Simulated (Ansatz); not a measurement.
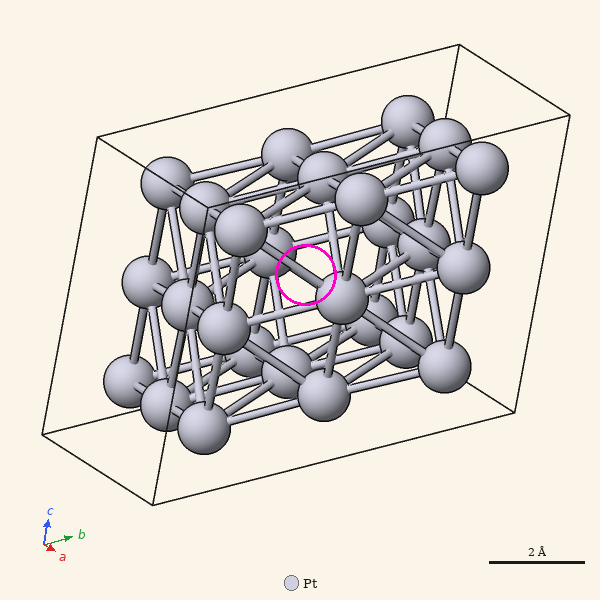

This ball-and-stick model is shown slightly off an axis. The lines enclose the supercell; boundary atoms appear with their images. The host is Pt, in a cell of 27 sites, and the cell is neutral. A ring marks the defect's site.

Question: What kind of defect was put in?

Answer: A platinum vacancy. Around the empty site lie twelve Pt at about 2.7 Å.

The atoms were relaxed in the host's cell with DFT PBEsol, scalar-relativistic, plane waves, PAW (Ansatz).
